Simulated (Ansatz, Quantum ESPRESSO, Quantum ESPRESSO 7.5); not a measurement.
# Gate doping of W2CO2 MXene, 1 layer

Wanted: induced charge and band edges of W2CO2 MXene, 1 layer beside a charged plate.

Method: plane-wave DFT, PBE, GBRV ultrasoft pseudopotentials (geometry by Ansatz 0.2.0 with PAW datasets; geometry under PBE), in Quantum ESPRESSO 7.5.

**1. The structure**

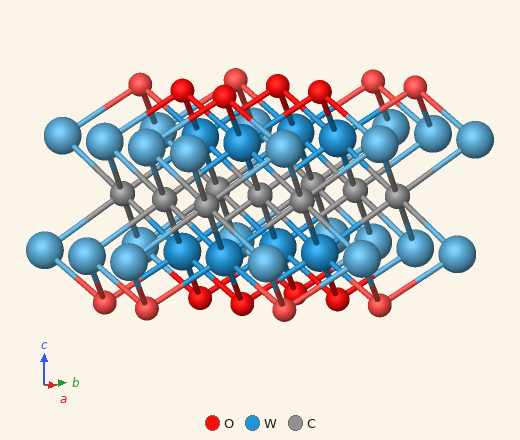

The starting structure, seen from the side, with the c axis up (oxygen red, tungsten blue, carbon grey). 2×2×1 cells are drawn. Some periodic images of atoms are drawn too.

The cell holds 5 atoms: 2 O, 2 W and 1 C. Cell: a = 3.125 Å, b = 3.125 Å, c = 26.684 Å, α = 90.0°, β = 90.0°, γ = 120.0°. It derives from W2CO2. Vacuum lies along c.

**2. Relaxation with Ansatz**

A relaxation in Ansatz fixes the structure of this slab for the runs on it.

The input, input.yaml:

```yaml
crystal:
  lattice:
    - [3.125408, 0.0, 0.0]
    - [-1.562704, 2.7066827252, 0.0]
    - [0.0, 0.0, 26.6843915819]
  atoms:
    - { symbol: O, position: [0.3333333333, 0.6666666667, 0.4122259998] }
    - { symbol: W, position: [0.6666666667, 0.3333333333, 0.4537856156] }
    - { symbol: C, position: [0.0, 0.0, 0.5] }
    - { symbol: W, position: [0.3333333333, 0.6666666667, 0.5462143844] }
    - { symbol: O, position: [0.6666666667, 0.3333333333, 0.5877740002] }
kpoints:
  mp_grid: { grid: [12, 12, 1] }
hamiltonian:
  xc: pbe
scf:
  occupations: { method: fermi_dirac, width: 0.05 }
  convergence: { dr2_threshold: 1.0e-08 }
efield:
  axis: 3
  dipole_correction: true
  ramp_position: 0.97
  ramp_width: 0.04
relax:
  f_tol: 0.01
  cell: { fix: [c, alpha, beta] }
output:
  write_potential: true
  write_density: true
  volumetric_format: npy
```

On the command line:

```console
> ansatz run input.yaml --threads 4 --pin off --max-ram 8192MiB --backend cpu --events-out ev --progress --plain --runs-dir out
```

Numbers of over 12 decimals in the logs are rounded to 6 here.

Log:

```text
Warning: relax.cell: scf.convergence.dr2_threshold = 1e-8 eV is looser than the 5e-10 eV advised for a relaxation that steers and ends on the stress (1e-10 eV for each atom of the cell: 5). What an SCF threshold leaves in a stress goes as its square root, and in the free energy as the threshold itself, and one threshold admits the most on a small cell: [figures from the program's tests cut] Set scf.convergence.dr2_threshold to 5e-10 eV or tighter. The threshold is an SCF's pass mark: one that does not reach it within its budget of iterations ends unconverged, or closes short of it on a stop that the run arms, and scf.convergence.dr2_threshold's page says what that costs each kind of run
Engine: ansatz 0.2.0, aarch64-unknown-linux-gnu
Pseudopotentials: kind: paw
Pseudopotential: O, paw, valence charge 6, recommended cutoff 420 eV (normal), O.paw.azcp
Pseudopotential: W, paw, valence charge 14, recommended cutoff 420 eV (normal), W.paw.azcp
Pseudopotential: C, paw, valence charge 4, recommended cutoff 420 eV (normal), C.paw.azcp
Functional definition: PBE
  parameter kappa = 0.804
  parameter beta = 0.066725
  exchange = pbe_x(kappa = kappa, mu = beta*pi^2/3)
  correlation = pbe_c(beta = beta)
Crystal: 5 atoms, lattice volume = 225.736 Å³
Basis set: ecut = 420 eV, 4361 PW (Γ), exchange–correlation on 48×48×360 points (8 copies of the dense FFT grid, shifted against one another)
Bands: 27, of which v1, the nominal top of the filled ones, is band 22 counted from 1 (21 counted from 0)
Symmetry: 6 space group operations
k-points: 19 of 144 (time reversal used)
Non-local potential: O, projectors of the file, l = 0: 2, l = 1: 2, l = 2: 1
Non-local potential: W, projectors of the file, l = 0: 3, l = 1: 2, l = 2: 2, l = 3: 1
Non-local potential: C, projectors of the file, l = 0: 2, l = 1: 2, l = 2: 1
PAW form: soft (Blöchl's): semilocal exchange-correlation on the pseudo side does not see the compensation charge
PAW one-centre angular grid: O, 110 points (default); XC on 64 Gauss nodes
PAW one-centre angular grid: W, 590 points (default); XC on 64 Gauss nodes
PAW one-centre angular grid: C, 110 points (default); XC on 64 Gauss nodes
Initial density: superposition of atomic densities (neutral atoms: chi_scale 0, normalization atom), corrected by the library's trained network
Initial wavefunctions: pseudopotential atomic-orbital guess
Functional: x = pbe(κ = 0.804, μ = 0.219515), c = pbe(β = 0.066725)
SCF iter   1: F=—  HF=-22154.357814 eV  |F-HF|=—  |Δ(HF+E_count)|=         —  Δρ=5.11e-3  dr2=8.37e-2  ethr=1.77e-3  p=0.000 e·Å  D=2.32e-6 V/Å  ΔV_dip=-0.00 eV  dr2_dipole=2.31e-8  V_vac-E_F(+/−)=5.73/5.73 eV  ⟨swp⟩=9.7  Hψ=3089  notcnv=0
efield: sawtooth ramp at fractional position 0.9700 (set: `efield.ramp_position`, or a place that a band, a saddle search or an elastic batch's reference lends), width 0.0400; the density the first Hamiltonian is built on has a dipole p = 0.000 e·Å; the dipole correction subtracts the counter field D = 2.32e-6 V/Å, which shifts the + side's vacuum level by -0.00 eV against the − side's; the planar-averaged density in the ramp window peaks in size at 3.6e-6 e/Å³
preconditioner: auto → LDOS  [metal: Δε(μ)=0.027 eV  Ē_g=9.011 eV  σ=0.050 eV  W_gap=0.14  n_scr=16 (ndim 8)  ℏωp=13.1 eV  f_vac=0.726  D(μ)=3.68/eV (n_scr^D=14)  β→1.0]
SCF iter   2: F=—  HF=-22154.346849 eV  |F-HF|=—  |Δ(HF+E_count)|=   1.10e-2  Δρ=2.88e-3  dr2=1.51e-2  ethr=1.90e-4  p=0.000 e·Å  D=1.52e-5 V/Å  ΔV_dip=-0.00 eV  dr2_dipole=3.20e-8  V_vac-E_F(+/−)=5.36/5.36 eV  ⟨swp⟩=3.3  Hψ=1129  notcnv=0
SCF iter   3: F=—  HF=-22154.344813 eV  |F-HF|=—  |Δ(HF+E_count)|=   2.04e-3  Δρ=1.04e-3  dr2=1.93e-3  ethr=3.42e-5  p=0.000 e·Å  D=9.58e-6 V/Å  ΔV_dip=-0.00 eV  dr2_dipole=2.00e-9  V_vac-E_F(+/−)=5.44/5.44 eV  ⟨swp⟩=2.9  Hψ=1217  notcnv=0
SCF iter   4: F=—  HF=-22154.344476 eV  |F-HF|=—  |Δ(HF+E_count)|=   3.37e-4  Δρ=1.42e-4  dr2=6.95e-5  ethr=4.38e-6  p=0.000 e·Å  D=3.95e-6 V/Å  ΔV_dip=-0.00 eV  dr2_dipole=5.70e-10  V_vac-E_F(+/−)=5.42/5.42 eV  ⟨swp⟩=2.0  Hψ=779  notcnv=0
SCF iter   5: F=—  HF=-22154.344510 eV  |F-HF|=—  |Δ(HF+E_count)|=   3.42e-5  Δρ=4.32e-5  dr2=3.22e-6  ethr=1.58e-7  p=0.000 e·Å  D=2.42e-6 V/Å  ΔV_dip=-0.00 eV  dr2_dipole=2.55e-10  V_vac-E_F(+/−)=5.41/5.41 eV  ⟨swp⟩=3.1  Hψ=1030  notcnv=0
SCF iter   6: F=—  HF=-22154.344403 eV  |F-HF|=—  |Δ(HF+E_count)|=   1.07e-4  Δρ=9.92e-6  dr2=1.66e-7  ethr=7.32e-9  p=0.000 e·Å  D=2.57e-6 V/Å  ΔV_dip=-0.00 eV  dr2_dipole=5.70e-11  V_vac-E_F(+/−)=5.41/5.41 eV  ⟨swp⟩=2.2  Hψ=941  notcnv=0
SCF iter   7: F=-22154.344404 eV  HF=-22154.344403 eV  |F-HF|=8.61e-8  |Δ(HF+E_count)|=   7.92e-7  Δρ=2.08e-6  dr2=7.52e-9  ethr=2.27e-11  p=0.000 e·Å  D=2.93e-6 V/Å  ΔV_dip=-0.00 eV  dr2_dipole=1.04e-11  V_vac-E_F(+/−)=5.41/5.41 eV  ⟨swp⟩=10.1  Hψ=4936  notcnv=0
SCF 1 converged in 7 iterations: F = -22154.344404 eV  dr2 = 7.52e-9
  greatest PAW one-centre occupation: 1.000 electrons in one spin orbital (limit 2), on the W atom at site 1 (counted from 0), in its partial waves of l = 0
relax step   1: F+E_penalty+E_count = -22154.34440358 eV  Δ(F+E_penalty+E_count) = +0.000e0 eV  max|allowed force component| = 2.448e0 eV/Å  Δτ_max = 0.0000 Å  P = -3.728 GPa  Ω = 225.736 Å³  fix = [c, alpha, beta]  reactions: c -4.644 GPa  (7 SCF iters, accepted)
Crystal: 5 atoms, lattice volume = 224.635 Å³
Initial density: handed on by an earlier stage of this run
Initial wavefunctions: those handed on with the density
iter 1 solved again at ethr=9.39e-4 eV; its pass at ethr=3.10e-3 eV (dr2=4.13e-1 eV) is discarded
SCF iter   1: F=—  HF=-22154.700972 eV  |F-HF|=—  |Δ(HF+E_count)|=         —  Δρ=1.77e-2  dr2=4.18e-1  ethr=9.39e-4  p=-0.000 e·Å  D=-1.14e-6 V/Å  ΔV_dip=0.00 eV  dr2_dipole=1.97e-10  V_vac-E_F(+/−)=6.25/6.25 eV  ⟨swp⟩=1.3  Hψ=4206  notcnv=0
efield: sawtooth ramp at fractional position 0.9700 (set: `efield.ramp_position`, or a place that a band, a saddle search or an elastic batch's reference lends), width 0.0400; the density the first Hamiltonian is built on has a dipole p = -0.000 e·Å; the dipole correction subtracts the counter field D = -1.14e-6 V/Å, which shifts the + side's vacuum level by +0.00 eV against the − side's; the planar-averaged density in the ramp window peaks in size at 1.8e-6 e/Å³
preconditioner: auto → LDOS  [insulator: Δε(μ)=0.135 eV  Ē_g=9.637 eV  σ=0.050 eV  W_gap=0.51  n_scr=16 (ndim 8)  ℏωp=13.1 eV  f_vac=0.744  D(μ)=1.49/eV (n_scr^D=8)  ε∞_Penn≈2.9  β→1.0]
[...]
SCF 3 converged in 8 iterations: F = -22154.748002 eV  dr2 = 6.44e-10
relax step   3: F+E_penalty+E_count = -22154.74800192 eV  Δ(F+E_penalty+E_count) = -1.203e-1 eV  max|allowed force component| = 1.057e0 eV/Å  Δτ_max = 0.1373 Å  P = -0.576 GPa  Ω = 220.935 Å³  energy of the carried Pulay correction = +4.464e-3 eV  fix = [c, alpha, beta]  reactions: c -2.088 GPa  (8 SCF iters, accepted)
[...]
relax step   4: F+E_penalty+E_count = -22154.79730571 eV  Δ(F+E_penalty+E_count) = -4.930e-2 eV  max|allowed force component| = 2.136e-1 eV/Å  Δτ_max = 0.0458 Å  P = -0.107 GPa  Ω = 223.601 Å³  energy of the carried Pulay correction = +1.974e-3 eV  fix = [c, alpha, beta]  reactions: c -0.287 GPa  (7 SCF iters, accepted)
[...]
relax step   5: F+E_penalty+E_count = -22154.79708863 eV  Δ(F+E_penalty+E_count) = +2.171e-4 eV  max|allowed force component| = 1.671e-1 eV/Å  Δτ_max = 0.0081 Å  P = -0.130 GPa  Ω = 223.857 Å³  energy of the carried Pulay correction = +1.736e-3 eV  fix = [c, alpha, beta]  reactions: c -0.163 GPa  (6 SCF iters, accepted)
[...]
relax step   6: F+E_penalty+E_count = -22154.79832769 eV  Δ(F+E_penalty+E_count) = -1.239e-3 eV  max|allowed force component| = 5.197e-3 eV/Å  Δτ_max = 0.0076 Å  P = +0.006 GPa  Ω = 223.866 Å³  energy of the carried Pulay correction = +1.728e-3 eV  fix = [c, alpha, beta]  reactions: c +0.021 GPa  (6 SCF iters, accepted)
Initial wavefunctions: pseudopotential atomic-orbital guess (no wavefunctions were taken with the density)
iter 1 solved again at ethr=4.81e-7 eV; its pass at ethr=3.10e-3 eV (dr2=2.12e-4 eV) is discarded
SCF iter   1: F=—  HF=-22154.796814 eV  |F-HF|=—  |Δ(HF+E_count)|=         —  Δρ=3.36e-5  dr2=3.93e-7  ethr=4.81e-7  p=-0.000 e·Å  D=-1.67e-6 V/Å  ΔV_dip=0.00 eV  dr2_dipole=1.10e-14  V_vac-E_F(+/−)=5.83/5.83 eV  ⟨swp⟩=4.1  Hψ=4850  notcnv=0
efield: sawtooth ramp at fractional position 0.9700 (set: `efield.ramp_position`, or a place that a band, a saddle search or an elastic batch's reference lends), width 0.0400; the density the first Hamiltonian is built on has a dipole p = -0.000 e·Å; the dipole correction subtracts the counter field D = -1.67e-6 V/Å, which shifts the + side's vacuum level by +0.00 eV against the − side's; the planar-averaged density in the ramp window peaks in size at 4.1e-6 e/Å³
preconditioner: auto → LDOS  [insulator: Δε(μ)=0.232 eV  Ē_g=9.321 eV  σ=0.050 eV  W_gap=0.62  n_scr=16 (ndim 8)  ℏωp=13.1 eV  f_vac=0.733  D(μ)=1.30/eV (n_scr^D=8)  ε∞_Penn≈3.0  β→1.0]
SCF iter   2: F=—  HF=-22154.796692 eV  |F-HF|=—  |Δ(HF+E_count)|=   1.22e-4  Δρ=1.78e-5  dr2=5.43e-7  ethr=8.94e-10  p=-0.000 e·Å  D=-1.75e-6 V/Å  ΔV_dip=0.00 eV  dr2_dipole=1.31e-13  V_vac-E_F(+/−)=5.83/5.83 eV  ⟨swp⟩=4.4  Hψ=1546  notcnv=0
SCF iter   3: F=—  HF=-22154.796692 eV  |F-HF|=—  |Δ(HF+E_count)|=   9.15e-8  Δρ=6.23e-6  dr2=7.62e-8  ethr=8.94e-10  p=-0.000 e·Å  D=-1.69e-6 V/Å  ΔV_dip=0.00 eV  dr2_dipole=9.72e-15  V_vac-E_F(+/−)=5.83/5.83 eV  ⟨swp⟩=2.1  Hψ=783  notcnv=0
SCF iter   4: F=-22154.796692 eV  HF=-22154.796692 eV  |F-HF|=1.82e-9  |Δ(HF+E_count)|=   2.30e-8  Δρ=1.35e-6  dr2=3.16e-9  ethr=2.27e-11  p=-0.000 e·Å  D=-1.65e-6 V/Å  ΔV_dip=0.00 eV  dr2_dipole=5.27e-14  V_vac-E_F(+/−)=5.83/5.83 eV  ⟨swp⟩=13.1  Hψ=4939  notcnv=0
SCF 7 converged in 4 iterations: F = -22154.796692 eV  dr2 = 3.16e-9
relax step   7: F+E_penalty+E_count = -22154.79669192 eV  Δ(F+E_penalty+E_count) = +1.636e-3 eV  max|allowed force component| = 5.094e-3 eV/Å  Δτ_max = 0.0000 Å  P = -0.005 GPa  Ω = 223.866 Å³  fix = [c, alpha, beta]  reactions: c +0.016 GPa  stress off target by 1.53e-2 GPa on what of the cell is left free  SCF on the basis re-selected at this cell (its energy is not comparable with the rows above)  (4 SCF iters)
basis re-selected at this cell: Δ(F+E_penalty+E_count) = +1.636e-3 eV, ΔP = -0.011 GPa vs the last step (what re-selecting the basis moved, of the pressure what is left beyond the Pulay correction that the steps carried, after the strain that the cell walked since its last selection, with what the two solves' SCF thresholds leave and, on support functions, any second-order correction that the steps lacked; it is no m [...]
WARN: The output density's exchange-correlation potential varies sharply where the density is thin. Do not read a vacuum level from v_tot or v_xc, or from such a field of the output density. On a cell that repeats whose density bears no net charge and no dipole along the vacuum's axis use v_es (v_loc + v_h of the components); under efield.dipole_correction with no amplitude use v_es + v_field, which holds any externa [...]
SCF converged after 4 iterations
Free energy (F): -22154.796692 eV
Harris-Foulkes:  -22154.796692 eV  (|F-HF|=1.82e-9)
Internal energy: -22154.785846 eV  (E = F + TS)
E sigma→0 (E₀):  -22154.791269 eV
Entropy (-TS):   -0.010846 eV (-2.169 meV/atom)
Fermi energy:    -0.252430 eV
Dipole field:    D = -0.000002 V/Å  (p = -0.000002 e·Å, saw-weighted, corrected)
Work function:   Φ+ = 5.8298 eV   Φ− = 5.8298 eV
Levels:          The Fermi level and band energies are counted from a zero that moves with the ramp; work functions are not
--- Per-component energies (eV) ---
  E_band       = -1008.221721
  E_kinetic    = 1341.834275
  E_local      = -61578.828038  (includes V_loc(G=0)·N_el)
  E_nonlocal   = 121.807915
  E_hartree    = 30079.713955
  E_xc         = -729.985735
  E_vxc        = -726.022800  (∫ρ·V_xc dr)
  E_paw        = -17538.919384  (= ΣΔE_a)
  E_vpaw       = -326.451561  (= ΣTr[D̂ρ^β])
  E_aug_tail   = 0.004694  (compensation charges beyond the density's cutoff)
  E_efield     = 0.000000  (sawtooth field / dipole correction)
  E_vefield    = 0.000023  (∫n·V_field dr)
  E_ewald      = 26149.586472
  E_smearing   = -0.010846  (= −TS)
  E_closure    = 0.000000  (closes the sum)
  Σ components = -22154.796692   (vs F -22154.796692, Δ=0.00e0)
--- Forces (eV/Å), atoms counted from 1 ---
  atom   1  O      0.00000000     0.00000000    -0.00509295
  atom   2  W     -0.00000000    -0.00000000    -0.00057390
  atom   3  C     -0.00000000     0.00000000     0.00000161
  atom   4  W      0.00000000     0.00000000     0.00057196
  atom   5  O     -0.00000000    -0.00000000     0.00509377
  max |Σ_I F_I| component: 4.97e-7 eV/Å
--- Stress (GPa, compression-positive) ---
       -0.015325       0.000000       0.000000
        0.000000      -0.015325      -0.000000
        0.000000      -0.000000       0.016399
  P = ⅓ Tr σ = -0.0048 GPa (-0.048 kbar)
--- Band table (eV; the first three rows and the last of 19) ---
  k-point 0: bands = [... 18 lower, -3.1092, -3.1092, -2.8605, -2.8605, -1.0697, 0.4099, 0.4099, 1.1530, ... 1 higher]
  k-point 1: bands = [... 18 lower, -3.7590, -3.0771, -2.4670, -2.1995, -0.9751, 0.5105, 0.5214, 1.2984, ... 1 higher]
  k-point 2: bands = [... 18 lower, -4.3207, -3.1911, -2.5071, -1.5646, -0.5590, 0.6803, 0.8997, 1.6485, ... 1 higher]
  k-point 18: bands = [... 18 lower, -4.8287, -4.8287, -0.9860, -0.8950, -0.8950, 1.5560, 1.5560, 2.2584, ... 1 higher]
--- Relaxed structure (6 steps of the walk, 6 accepted, 1 SCFs on fresh bases) ---
  F+E_penalty+E_count = -22154.79669192 eV   max|allowed force component| = 5.094e-3 eV/Å   (the final SCF, on the basis selected at the relaxed cell)
  cell:  # Å, volume = 223.8656 Å³
    - [3.112431, 0.0, 0]
    - [-1.556216, 2.695444, 0]
    - [0, 0, 26.6843915819]
  atoms:
    - { symbol: O, position: [0.333333, 0.666667, 0.416100] }
    - { symbol: W, position: [0.666667, 0.333333, 0.458617] }
    - { symbol: C, position: [0, 0, 0.500000] }
    - { symbol: W, position: [0.333333, 0.666667, 0.541383] }
    - { symbol: O, position: [0.666667, 0.333333, 0.583900] }
```

Elapsed: 16 s, on 4 threads of Arm Neoverse V2, shared host; peak memory 0.55 GiB.

Relaxation path:

| step | energy less that of the first step (eV) | largest force component (eV/Å) | pressure (GPa) | volume (Å³) |
| --- | --- | --- | --- | --- |
| 1 | 0.0000 | 2.4478 | -3.73 | 225.74 |
| 2 | -0.2833 | 2.0647 | 2.78 | 224.64 |
| 3 | -0.4036 | 1.0573 | -0.58 | 220.94 |
| 4 | -0.4529 | 0.2136 | -0.11 | 223.60 |
| 5 | -0.4527 | 0.1671 | -0.13 | 223.86 |
| 6 | -0.4539 | 0.0052 | 0.01 | 223.87 |
| 7* | -0.4523 | 0.0051 | 0.00 | 223.87 |

Relaxation steps marked * repeat the geometry before them on a plane-wave basis chosen anew for their cell, so energy and pressure can jump there.

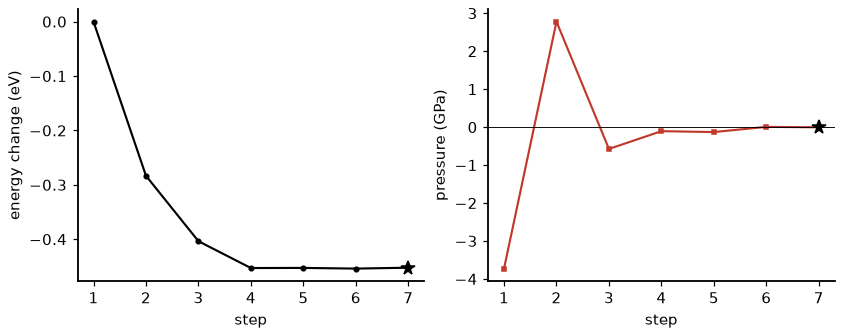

Energy and pressure along the relaxation. Stars mark steps on a basis chosen anew.

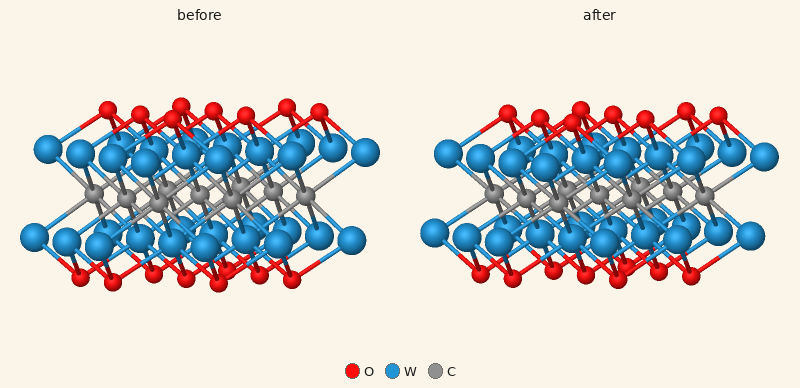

Before and after, at one scale.

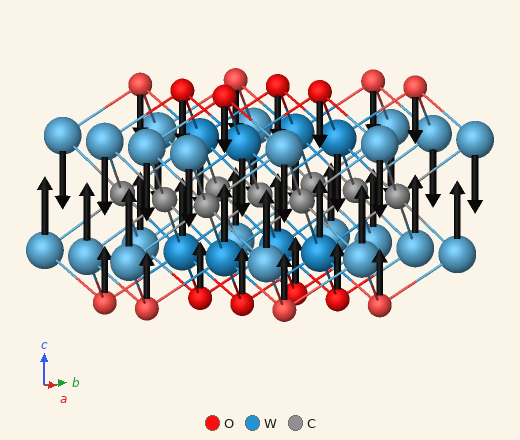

Displacements in the relaxation, exaggerated, measured against the changing cell; the longest in the cell stands for 0.13 Å. 2×2×1 cells are drawn. Some periodic images of atoms are drawn too.

| cell as run | before | after | change |
| --- | --- | --- | --- |
| a (Å) | 3.125 | 3.112 | -0.4 % |
| b (Å) | 3.125 | 3.112 | -0.4 % |

The atoms that moved most (Å, along periodic axes as changes of fractional coordinates times the final cell, across vacuum about the mean position):

| atom | dx | dy | dz | length |
| --- | --- | --- | --- | --- |
| W2 | 0.000 | 0.000 | 0.129 | 0.129 |
| W4 | 0.000 | 0.000 | -0.129 | 0.129 |
| O5 | 0.000 | 0.000 | -0.103 | 0.103 |
| O1 | 0.000 | 0.000 | 0.103 | 0.103 |

Final coordinates:

```xyz
5
Lattice="3.1124 0.0000 0.0000 -1.5562 2.6954 0.0000 0.0000 0.0000 26.6844" Properties=species:S:1:pos:R:3
O     0.0000    1.7970   11.1034
W     1.5562    0.8985   12.2379
C     0.0000    0.0000   13.3422
W     0.0000    1.7970   14.4465
O     1.5562    0.8985   15.5810
```

Read from the output:

| Quantity | Value |
| --- | --- |
| free energy | -22154.7967 eV |
| energy at zero smearing | -22154.7913 eV |
| smearing term TS | 0.01085 eV |
| Fermi energy | -0.2524 eV |
| symmetry operations | 6 |
| work function of the upper face | 5.830 eV |
| work function of the lower face | 5.830 eV |
| dipole along the normal | -2.40e-6 e·Å |

(Continued in part 2 of 7.)

[Logs are printed without paths, hosts, clocks, repeated set-up lines and the standing remarks that a program may print on its own settings, such as how far it seeks lower states.]

[Hosts, paths, dates, database ids (printed as entryN), source tags and the programs' standing remarks are cut or masked in the printed files.]

[Maps of the electrostatic potential energy from Ansatz leave out the sawtooth potential of an applied field or a dipole correction, so their vacuum need not be flat; planar profiles and work functions include it.]
